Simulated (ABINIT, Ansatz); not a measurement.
# ZrPbO3 (Pm-3m): modes at Γ and the response to a field

Aim: the zone-centre modes of ZrPbO3 (Pm-3m).

Program: ABINIT 10.8.3. Level of theory: DFT LDA, scalar-relativistic, plane waves, PseudoDojo norm-conserving pseudopotentials. Results are calculated unless marked as measured.

### Step 1. Set-up

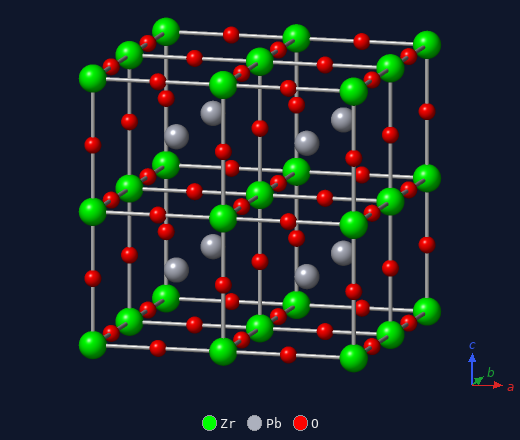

The cell as given, slightly off an axis (zirconium green, lead light grey, oxygen red). 2×2×2 cells are drawn. Some periodic images of atoms are drawn too.

### Step 2. A first look

A first run with smearing and empty bands tells whether the crystal has a gap, which decides between fixed occupations and smearing later on.

File probe.abi:

```
# ground state
tolvrs 1.0d-08
prtden 1
prtwf 1

# basis, mesh and filling
ecut 36.0
ngkpt 4 4 4
nshiftk 1
shiftk 0.0 0.0 0.0
istwfk *1
occopt 7
tsmear 0.005
nband 31
nstep 100
diemac 9.0
prtebands 0
prtgsr 0
useylm 1

# cell and atoms
acell 3*1.0 Angstrom
rprim 
    4.208933 0.0 0.0
    0.0 4.208933 0.0
    0.0 0.0 4.208933
ntypat 3
znucl 40 82 8
natom 5
typat 1 2 3 3 3
xred 
    0.0 0.0 0.0
    0.5 0.5 0.5
    0.5 0.0 0.0
    0.0 0.0 0.5
    0.0 0.5 0.0
pp_dirpath "./pseudo"
pseudos "Zr.upf, Pb.upf, O.upf"
```

Started as:

```bash
OMP_NUM_THREADS=1 mpirun -n 4 abinit probe.abi > probe.log
```

Numbers of over 12 decimals in the logs are rounded to 6 here.

probe.abo, the main output file:

```text
[banners, grids, parts of the stress and lines that vanish by symmetry left out]
- input  file    -> probe.abi
- output file    -> probe.abo
- root for input  files -> probei
[...]
Symmetries : space group Pm -3 m (#221); Bravais cP (primitive cubic)
[...]
mpw =        5232          nfft =       91125          nkpt =          10
[...]
== DATASET  1 ==================================================================
[...]
cutoff_energies: {ecut:  36.0, pawecutdg:  -1.0, }
[...]
ETOT  1  -170.07562744516    -1.701E+02 1.163E-01 1.884E+03
 ETOT  2  -168.83148957169     1.244E+00 2.694E-02 4.819E+03
 ETOT  3  -170.62398260249    -1.792E+00 1.335E-02 1.751E+02
 ETOT  4  -170.67242238711    -4.844E-02 1.528E-02 1.390E+01
 ETOT  5  -170.67528559134    -2.863E-03 2.935E-03 2.219E+00
[...]
ETOT 10  -170.67594033278    -3.384E-09 8.470E-04 9.173E-08
 ETOT 11  -170.67594033279    -7.475E-12 2.044E-04 1.240E-10
 At SCF step   11       vres2   =  1.24E-10 < tolvrs=  1.00E-08 =>converged.
[...]
sigma(1 1)=  4.07141311E-04  sigma(3 2)=  0.00000000E+00
  sigma(2 2)=  4.07141311E-04  sigma(3 1)=  0.00000000E+00
  sigma(3 3)=  4.07141311E-04  sigma(2 1)=  0.00000000E+00
[...]
convergence: {deltae: -7.475E-12, res2:  1.240E-10, residm:  2.044E-04, diffor: null, }
etotal    :  -1.70675940E+02
[...]
sigma(1 1)=  4.07141311E-04  sigma(3 2)=  0.00000000E+00
  sigma(2 2)=  4.07141311E-04  sigma(3 1)=  0.00000000E+00
  sigma(3 3)=  4.07141311E-04  sigma(2 1)=  0.00000000E+00
[...]
- sigma(1 1)=  1.19785109E+01  sigma(3 2)=  0.00000000E+00
- sigma(2 2)=  1.19785109E+01  sigma(3 1)=  0.00000000E+00
- sigma(3 3)=  1.19785109E+01  sigma(2 1)=  0.00000000E+00
[...]
fcart     -0.0000000000E+00 -0.0000000000E+00 -0.0000000000E+00
           strten      4.0714131104E-04  4.0714131104E-04  4.0714131104E-04
================================================================================

[key lines of the parts left out:]
pressure_GPa:  -1.1979E+01
```

Run time: 25 s. Hardware: 4 MPI ranks of Arm Neoverse V1, shared host; 1.7 min of CPU time.

This step gave:

```yaml
volume_per_atom: 14.91 Å³
pressure: -11.98 GPa
gap_on_the_k_mesh: 2.168 eV
```

A gap of 2.2 eV opens on this mesh, so the crystal is taken as an insulator; the printed pressure holds the stress of the finite basis too.

### Step 3. Relaxation

The harmonic expansion needs vanishing forces, and a free crystal bears no stress, so cell and atoms are brought to rest. Stress is more sensitive to the basis than forces are: the last 3 Ha under the cutoff are smoothed with ecutsm, and the cutoff is raised above that of the later runs.

File relax.abi:

```
# relaxation
ionmov 2
optcell 2
dilatmx 1.08
ntime 40
tolmxf 1.0d-05
tolvrs 1.0d-14
prtwf 0
prtden 0
chksymtnons 0

# basis, mesh and filling
ecut 44.0
ecutsm 3.0
ngkpt 6 6 6
nshiftk 1
shiftk 0.0 0.0 0.0
istwfk *1
occopt 1
nband 22
nstep 100
diemac 9.0
prtebands 0
prtgsr 0
useylm 1

# cell and atoms
acell 3*1.0 Angstrom
rprim 
    4.208933 0.0 0.0
    0.0 4.208933 0.0
    0.0 0.0 4.208933
ntypat 3
znucl 40 82 8
natom 5
typat 1 2 3 3 3
xred 
    0.0 0.0 0.0
    0.5 0.5 0.5
    0.5 0.0 0.0
    0.0 0.0 0.5
    0.0 0.5 0.0
pp_dirpath "./pseudo"
pseudos "Zr.upf, Pb.upf, O.upf"
```

Started as:

```bash
OMP_NUM_THREADS=1 mpirun -n 4 abinit relax.abi > relax.log
```

relax.abo, the main output file:

```text
[banners, grids, parts of the stress and lines that vanish by symmetry left out]
- input  file    -> relax.abi
- output file    -> relax.abo
- root for input  files -> relaxi
[...]
Symmetries : space group Pm -3 m (#221); Bravais cP (primitive cubic)
[...]
mpw =        8858          nfft =      157464          nkpt =          20
[...]
== DATASET  1 ==================================================================
[...]
cutoff_energies: {ecut:  44.0, pawecutdg:  -1.0, }
[...]
ETOT  1  -169.70620044381    -1.697E+02 2.274E-01 7.551E+02
 ETOT  2  -170.66177963667    -9.556E-01 1.076E-01 1.392E+02
 ETOT  3  -170.67197082570    -1.019E-02 5.695E-03 3.159E+01
 ETOT  4  -170.65968901225     1.228E-02 5.522E-04 1.101E+02
 ETOT  5  -170.67440635284    -1.472E-02 7.332E-05 1.699E+01
[...]
At SCF step   20       vres2   =  4.50E-15 < tolvrs=  1.00E-14 =>converged.
[...]
sigma(1 1)=  3.83116924E-04  sigma(3 2)=  0.00000000E+00
  sigma(2 2)=  3.83116924E-04  sigma(3 1)=  0.00000000E+00
  sigma(3 3)=  3.83116924E-04  sigma(2 1)=  0.00000000E+00
[...]
convergence: {deltae: -7.475E-12, res2:  4.499E-15, residm:  8.207E-16, diffor: null, }
etotal    :  -1.70677483E+02
[...]
ETOT  1  -170.65070793482    -1.707E+02 3.512E-01 2.566E+02
[...]
At SCF step   16       vres2   =  2.81E-16 < tolvrs=  1.00E-14 =>converged.
[...]
sigma(1 1)=  2.16718038E-04  sigma(3 2)=  0.00000000E+00
  sigma(2 2)=  2.16718038E-04  sigma(3 1)=  0.00000000E+00
  sigma(3 3)=  2.16718038E-04  sigma(2 1)=  0.00000000E+00
[...]
convergence: {deltae: -5.031E-12, res2:  2.811E-16, residm:  7.287E-18, diffor: null, }
etotal    :  -1.70682674E+02
[...]
ETOT  1  -170.64072909314    -1.706E+02 1.023E-01 3.678E+02
[...]
At SCF step   17       vres2   =  7.79E-16 < tolvrs=  1.00E-14 =>converged.
[...]
sigma(1 1)= -2.54414415E-05  sigma(3 2)=  0.00000000E+00
  sigma(2 2)= -2.54414415E-05  sigma(3 1)=  0.00000000E+00
  sigma(3 3)= -2.54414415E-05  sigma(2 1)=  0.00000000E+00
[...]
convergence: {deltae:  6.224E-12, res2:  7.793E-16, residm:  6.045E-19, diffor: null, }
etotal    :  -1.70684694E+02
[...]
ETOT  1  -170.68420747381    -1.707E+02 1.116E-07 4.235E+00
[...]
At SCF step   15       vres2   =  5.86E-16 < tolvrs=  1.00E-14 =>converged.
[...]
sigma(1 1)=  1.33099870E-06  sigma(3 2)=  0.00000000E+00
  sigma(2 2)=  1.33099870E-06  sigma(3 1)=  0.00000000E+00
  sigma(3 3)=  1.33099870E-06  sigma(2 1)=  0.00000000E+00
[...]
convergence: {deltae: -7.049E-12, res2:  5.856E-16, residm:  6.251E-19, diffor: null, }
etotal    :  -1.70684718E+02
[...]
ETOT  1  -170.68471656284    -1.707E+02 1.218E-08 1.043E-02
[...]
ETOT 11  -170.68471781908     1.819E-12 1.779E-17 5.714E-14
 ETOT 12  -170.68471781907     5.002E-12 1.198E-18 8.570E-15
 At SCF step   12       vres2   =  8.57E-15 < tolvrs=  1.00E-14 =>converged.
[...]
sigma(1 1)=  7.33048783E-09  sigma(3 2)=  0.00000000E+00
  sigma(2 2)=  7.33048782E-09  sigma(3 1)=  0.00000000E+00
  sigma(3 3)=  7.33048782E-09  sigma(2 1)=  0.00000000E+00
[...]
convergence: {deltae:  5.002E-12, res2:  8.570E-15, residm:  1.198E-18, diffor: null, }
etotal    :  -1.70684718E+02
[...]
At Broyd/MD step   5, gradients are converged :
[...]
sigma(1 1)=  7.33048783E-09  sigma(3 2)=  0.00000000E+00
  sigma(2 2)=  7.33048782E-09  sigma(3 1)=  0.00000000E+00
  sigma(3 3)=  7.33048782E-09  sigma(2 1)=  0.00000000E+00
[...]
- sigma(1 1)=  2.15670398E-04  sigma(3 2)=  0.00000000E+00
- sigma(2 2)=  2.15670398E-04  sigma(3 1)=  0.00000000E+00
- sigma(3 3)=  2.15670398E-04  sigma(2 1)=  0.00000000E+00
[...]
fcart     -0.0000000000E+00 -0.0000000000E+00 -0.0000000000E+00
           strten      7.3304878279E-09  7.3304878209E-09  7.3304878209E-09
================================================================================

[key lines of the parts left out:]
pressure_GPa:  -2.1567E-04
Total energy (etotal) [Ha]= -1.70684717819072E+02
```

Wall time 4.6 min (4 MPI ranks).

The steps of the relaxation:

```tsv
step	energy less that of the first step (eV)	largest force (eV/Å)	volume (Å³)
1	0.0000	0.0000	74.56
2	-0.1413	0.0000	72.02
3	-0.1962	0.0000	69.04
4	-0.1969	0.0000	69.33
5	-0.1969	0.0000	69.32
```

```tsv
conventional cell, symmetrised	before	after	change
a (Å)	4.209	4.108	-2.4 %
b (Å)	4.209	4.108	-2.4 %
c (Å)	4.209	4.108	-2.4 %
volume (Å³/atom)	14.91	13.86	-7.0 %
```

Numbers from this step:

```
volume per atom : 13.86 Å³
pressure        : -2.16e-4 GPa
```

The volume changes by -7.0 % in this run and stands -7.0 % from the first cell.

### Step 4. Ground state

First-order wavefunctions inherit every error of the ground state, hence the very tight tolvrs. The mesh is shifted off Γ, since shifted meshes converge sums over the zone faster.

File gs.abi:

```
# ground state
tolvrs 1.0d-16
prtden 1
prtwf 1

# basis, mesh and filling
ecut 36.0
ngkpt 6 6 6
nshiftk 1
shiftk 0.5 0.5 0.5
istwfk *1
occopt 1
nband 22
nstep 100
diemac 9.0
prtebands 0
prtgsr 0
useylm 1

# cell and atoms
acell 3*1.0 Angstrom
rprim 
    4.107887443 0.0 0.0
    0.0 4.107887443 0.0
    0.0 0.0 4.107887443
ntypat 3
znucl 40 82 8
natom 5
typat 1 2 3 3 3
xred 
    0.0 0.0 0.0
    0.5 0.5 0.5
    0.5 0.0 0.0
    0.0 0.0 0.5
    0.0 0.5 0.0
pp_dirpath "./pseudo"
pseudos "Zr.upf, Pb.upf, O.upf"
```

Started as:

```bash
OMP_NUM_THREADS=1 mpirun -n 4 abinit gs.abi > gs.log
```

gs.abo, the main output file:

```text
[banners, grids, parts of the stress and lines that vanish by symmetry left out]
- input  file    -> gs.abi
- output file    -> gs.abo
- root for input  files -> gsi
[...]
Symmetries : space group Pm -3 m (#221); Bravais cP (primitive cubic)
[...]
mpw =        4848          nfft =       91125          nkpt =          10
[...]
== DATASET  1 ==================================================================
[...]
cutoff_energies: {ecut:  36.0, pawecutdg:  -1.0, }
[...]
ETOT  1  -169.71456120195    -1.697E+02 2.637E-01 6.410E+02
 ETOT  2  -170.65092391943    -9.364E-01 8.550E-03 8.798E+01
 ETOT  3  -170.65158915502    -6.652E-04 1.053E-03 1.129E+02
 ETOT  4  -170.65914685079    -7.558E-03 1.431E-03 9.372E+01
 ETOT  5  -170.68352254251    -2.438E-02 3.682E-04 2.120E-01
[...]
ETOT 21  -170.68367638819     0.000E+00 7.231E-19 2.345E-16
 ETOT 22  -170.68367638819    -1.137E-12 6.138E-20 1.280E-17
 At SCF step   22       vres2   =  1.28E-17 < tolvrs=  1.00E-16 =>converged.
[...]
sigma(1 1)=  2.78637915E-05  sigma(3 2)=  0.00000000E+00
  sigma(2 2)=  2.78637915E-05  sigma(3 1)=  0.00000000E+00
  sigma(3 3)=  2.78637915E-05  sigma(2 1)=  0.00000000E+00
[...]
convergence: {deltae: -1.137E-12, res2:  1.280E-17, residm:  6.138E-20, diffor: null, }
etotal    :  -1.70683676E+02
[...]
sigma(1 1)=  2.78637915E-05  sigma(3 2)=  0.00000000E+00
  sigma(2 2)=  2.78637915E-05  sigma(3 1)=  0.00000000E+00
  sigma(3 3)=  2.78637915E-05  sigma(2 1)=  0.00000000E+00
[...]
- sigma(1 1)=  8.19781047E-01  sigma(3 2)=  0.00000000E+00
- sigma(2 2)=  8.19781047E-01  sigma(3 1)=  0.00000000E+00
- sigma(3 3)=  8.19781047E-01  sigma(2 1)=  0.00000000E+00
[...]
fcart     -0.0000000000E+00 -0.0000000000E+00 -0.0000000000E+00
           strten      2.7863791457E-05  2.7863791457E-05  2.7863791457E-05
================================================================================

[key lines of the parts left out:]
pressure_GPa:  -8.1978E-01
```

Elapsed: 29 s, on 4 MPI ranks; 2 min of CPU time.

Numbers from this step:

* pressure: -0.8198 GPa

The cell stands at -0.82 GPa: the relaxation ran with a smoothed and higher cutoff and on another k mesh.

### Step 5. Empty bands

Empty bands on the ground state's density check that the gap assumed so far is there in this cell.

File gap.abi:

```
# empty bands on the ground state's density
iscf -2
getden_filepath "gso_DEN"
tolwfr 1.0d-12
nbdbuf 2
prtwf 0

# basis, mesh and filling
ecut 36.0
ngkpt 6 6 6
nshiftk 1
shiftk 0.0 0.0 0.0
istwfk *1
occopt 1
nband 26
nstep 100
diemac 9.0
prtebands 0
prtgsr 0
useylm 1

# cell and atoms
acell 3*1.0 Angstrom
rprim 
    4.107887443 0.0 0.0
    0.0 4.107887443 0.0
    0.0 0.0 4.107887443
ntypat 3
znucl 40 82 8
natom 5
typat 1 2 3 3 3
xred 
    0.0 0.0 0.0
    0.5 0.5 0.5
    0.5 0.0 0.0
    0.0 0.0 0.5
    0.0 0.5 0.0
pp_dirpath "./pseudo"
pseudos "Zr.upf, Pb.upf, O.upf"
```

Started as:

```bash
OMP_NUM_THREADS=1 mpirun -n 4 abinit gap.abi > gap.log
```

gap.abo, the main output file:

```text
[banners, grids, parts of the stress and lines that vanish by symmetry left out]
- input  file    -> gap.abi
- output file    -> gap.abo
- root for input  files -> gapi
[...]
Symmetries : space group Pm -3 m (#221); Bravais cP (primitive cubic)
[...]
mpw =        4853          nfft =       91125          nkpt =          20
[...]
== DATASET  1 ==================================================================
[...]
cutoff_energies: {ecut:  36.0, pawecutdg:  -1.0, }
[...]
-outvars: echo values of variables after computation
            acell      1.8897261259E+00  1.8897261259E+00  1.8897261259E+00 Bohr
================================================================================
```

Run time: 31 s. Hardware: 4 MPI ranks; 2 min of CPU time.

This step gave:

* gap on the k-mesh: 2.373 eV

In this cell the gap on the mesh is 2.4 eV, direct, so fixed occupations hold.

(Part 1 of 3 ends here.)

[Host names and launcher messages were left out of these logs when they were recorded.]

[Logs are printed without paths, hosts, clocks, repeated set-up lines and the standing remarks that a program may print on its own settings, such as how far it seeks lower states.]

[Hosts, paths, dates, database ids (printed as entryN), source tags and the programs' standing remarks are cut or masked in the printed files.]
